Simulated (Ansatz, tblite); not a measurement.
# Si(CN)Cl3 (CCl3NSi): which spin state is lowest

Is the singlet the ground state of Si(CN)Cl3 (CCl3NSi)? Other spin states are computed and compared level by level.

Method: as each input shows; program: Ansatz 0.2.0, Gaussian basis.

Levels to be run: triplet, at the geometry of the singlet (GFN1-xTB, GFN2-xTB, PBE0-D4/def2-TZVP, PBE-D4/def2-TZVP, r2SCAN-D4/def2-TZVP); the singlet's energies come from earlier runs.

2 further runs of the same task are left out: 2 set aside as unsound or not needed.

## 1. The geometry

The geometry is that of the singlet, from an earlier relaxation (PBE0-D4/def2-SVP).

6 atoms, charge 0, spin multiplicity 1.

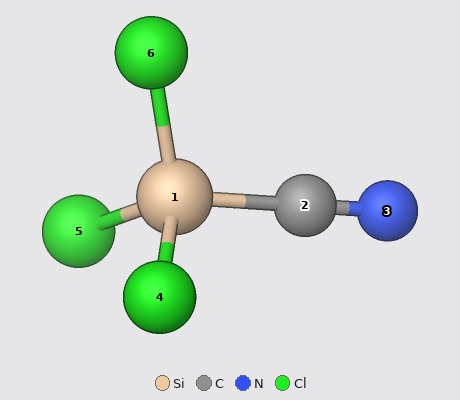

The geometry (silicon light orange, carbon grey, nitrogen blue, chlorine green); atoms are numbered from 1 in the order of the file.

## 2. Triplet at the fixed geometry, GFN1-xTB

Tight binding, by tblite at 300 K electronic temperature and without a spin-polarisation term:

```python
tblite.interface.Calculator('GFN1-xTB', numbers, positions, charge=0, uhf=2).singlepoint()
```

Energy -541.3911 eV; 0.006 s.

## 3. Triplet at the fixed geometry, GFN2-xTB

Tight binding, by tblite at 300 K electronic temperature and without a spin-polarisation term:

```python
tblite.interface.Calculator('GFN2-xTB', numbers, positions, charge=0, uhf=2).singlepoint()
```

Energy -553.6186 eV; 0.007 s.

## 4. Triplet at the fixed geometry, PBE0-D4/def2-TZVP

Contents of in.yaml:

```yaml
crystal:
  periodic: [false, false, false]
  atoms:
    - {symbol: Si, position_ang: [-0.006528, -0.002973, -0.490560]}
    - {symbol: C, position_ang: [0.019350, 0.008024, 1.348624]}
    - {symbol: N, position_ang: [0.033806, 0.014573, 2.507553]}
    - {symbol: Cl, position_ang: [1.913465, -0.001031, -1.149399]}
    - {symbol: Cl, position_ang: [-0.984635, 1.661375, -1.117915]}
    - {symbol: Cl, position_ang: [-0.975458, -1.679979, -1.098292]}
basis:
  gaussian: {orbitals: def2-TZVP}
magnetization: {spin_polarized: true, initial_magnetization: 2}
hamiltonian: {xc: pbe0, dispersion: d4}
scf: {omitted_lower_state_checks: [starts]}
output: {orbitals: {seedname: orbitals}}
```

Started as:

```
ansatz run in.yaml --threads 2 --pin off --events-out ev --progress --plain --max-ram 32768MiB --backend cpu
```

The log of the run:

```text
Functional definition: PBE0
  name "PBE0"
  cite "Adamo & Barone, J. Chem. Phys. 110, 6158 (1999) doi:10.1063/1.478522"
  cite "Perdew, Burke & Ernzerhof, Phys. Rev. Lett. 77, 3865 (1996) doi:10.1103/PhysRevLett.77.3865"
  parent pbe
  parameter a = 0.25
  parameter kappa = 0.804
  parameter beta = 0.06672455060314922
  exchange = (1 - a)*pbe_x(kappa = kappa, mu = beta*pi^2/3) + a*exact_x
  correlation = pbe_c(beta = beta)
these checks for a lower state are left out or cut short: starts
1407 factors; their error is unknown
mean field evaluation 1: about -47941.8776 eV, gradient 4.4e1 eV
mean field evaluation 2: about -47728.0844 eV, gradient 1.5e2 eV
mean field evaluation 4: about -47953.4266 eV, gradient 1.3e1 eV
mean field evaluation 8: about -47954.2917 eV, gradient 2.9e-1 eV
mean field evaluation 16: about -47954.4439 eV, gradient 3.9e-3 eV
mean field evaluation 32: about -47954.4480 eV, gradient 2.2e-2 eV
mean field -47954.44426396 eV, -1762.2933220109 hartree, gradient 6.6e-6 eV, S^2 2.006413; 0 other end points of the search recorded, 0 dependent functions left out
reference -47954.44429367 eV, -1762.2933231024 hartree; 40, 38 occupied and 170, 172 virtual orbitals, 1407 factors
Total energy: -47954.68056628 eV, -1762.3020059609 hartree
Checks for a lower state left out: starts
```

Run time: 49 s. Hardware: 2 threads of AMD EPYC 7R13, shared host; peak memory 1.3 GiB.

HOMO -4.93 eV, LUMO -6.97 eV (over both spins; with the spin held, an empty level of the minority spin lies below the top filled one); ⟨S²⟩ 2.006 (pure: 2.00).

## 5. Triplet at the fixed geometry, PBE-D4/def2-TZVP

start.molden holds the orbitals of an earlier run on this state, given as this run's starting guess.

Changes to in.yaml since step 4:

```diff
@@ -10,5 +10,5 @@
 basis:
-  gaussian: {orbitals: def2-TZVP}
+  gaussian: {orbitals: def2-TZVP, initial_orbitals: start.molden}
 magnetization: {spin_polarized: true, initial_magnetization: 2}
-hamiltonian: {xc: pbe0, dispersion: d4}
+hamiltonian: {xc: pbe, dispersion: d4}
 scf: {omitted_lower_state_checks: [starts]}
```

Launched as before.

The log of the run:

```text
Functional definition: PBE
  name "PBE"
  cite "Perdew, Burke & Ernzerhof, Phys. Rev. Lett. 77, 3865 (1996) doi:10.1103/PhysRevLett.77.3865"
  parent pbe
  parameter kappa = 0.804
  parameter beta = 0.06672455060314922
  exchange = pbe_x(kappa = kappa, mu = beta*pi^2/3)
  correlation = pbe_c(beta = beta)
these checks for a lower state are left out or cut short: starts
1355 factors; their error is unknown
mean field evaluation 1: about -47950.4942 eV, gradient 1.1e1 eV
mean field evaluation 2: about -47950.7064 eV, gradient 6.0e-1 eV
mean field evaluation 4: about -47950.7471 eV, gradient 1.6e-2 eV
mean field evaluation 8: about -47950.7284 eV, gradient 1.0e0 eV
mean field evaluation 16: about -47950.7331 eV, gradient 1.7e-3 eV
mean field -47950.73313137 eV, -1762.1569404037 hartree, gradient 5.6e-6 eV, S^2 2.003811; 0 other end points of the search recorded, 0 dependent functions left out
reference -47950.73317028 eV, -1762.1569418334 hartree; 40, 38 occupied and 170, 172 virtual orbitals, 1355 factors
Total energy: -47951.00734299 eV, -1762.1670174947 hartree
Checks for a lower state left out: starts
```

Run time: 25 s. Hardware: 2 threads of AMD EPYC 7R13, shared host.

HOMO -3.21 eV, LUMO -8.19 eV (over both spins; with the spin held, an empty level of the minority spin lies below the top filled one); ⟨S²⟩ 2.004 (pure: 2.00).

## 6. Triplet at the fixed geometry, r2SCAN-D4/def2-TZVP

Changes to in.yaml since step 5:

```diff
@@ -12,3 +12,3 @@
 magnetization: {spin_polarized: true, initial_magnetization: 2}
-hamiltonian: {xc: pbe, dispersion: d4}
+hamiltonian: {xc: r2scan, dispersion: d4}
 scf: {omitted_lower_state_checks: [starts]}
```

Launched as before.

The log of the run, shortened:

```text
Functional definition: r2SCAN
  name "r2SCAN"
  cite "Furness, Kaplan, Ning, Perdew & Sun, J. Phys. Chem. Lett. 11, 8208 (2020) doi:10.1021/acs.jpclett.0c02405"
  cite "Furness, Kaplan, Ning, Perdew & Sun, J. Phys. Chem. Lett. 11, 9248 (2020) doi:10.1021/acs.jpclett.0c03077"
  parent r2scan
[...]
1355 factors; their error is unknown
[...]
mean field -47968.67760748 eV, -1762.8163877376 hartree, gradient 5.4e-6 eV, S^2 2.008871; 0 other end points of the search recorded, 0 dependent functions left out
reference -47968.67761876 eV, -1762.8163881518 hartree; 40, 38 occupied and 170, 172 virtual orbitals, 1355 factors
Total energy: -47968.74177394 eV, -1762.8187458113 hartree
Checks for a lower state left out: starts
```

Wall time 77 s (2 threads of AMD EPYC 7R13, shared host).

From the report: HOMO -3.88 eV, LUMO -7.80 eV (over both spins; with the spin held, an empty level of the minority spin lies below the top filled one); ⟨S²⟩ 2.009 (pure: 2.00).

## 7. Triplet less singlet, vertical

The singlet's energies are those of its earlier runs, whose logs aren't repeated here.

```csv
level,"triplet less singlet, vertical (kcal/mol)",time
GFN1-xTB,+122.7,0.015 s
GFN2-xTB,+102.6,0.015 s
PBE-D4/def2-TZVP,+133.3,27 s
r2SCAN-D4/def2-TZVP,+130.3,81 s
PBE0-D4/def2-TZVP,+132.0,53 s
```

Times add the two runs; a level without a time comes out of a correlated run. Tight binding without a spin term can't rank spin states.

## 8. Summary of results

| quantity | value |
| --- | --- |
| triplet less singlet, vertical, functionals in def2-TZVP | +130.3 (r2SCAN-D4) to +133.3 kcal/mol (PBE-D4) |

**Reading.** All functionals put the triplet above the singlet, over a spread of 3.0 kcal/mol. The checks for a lower triplet were left out, so another state of that spin may lie lower. These are electronic energies, without zero-point motion, entropy or surroundings.
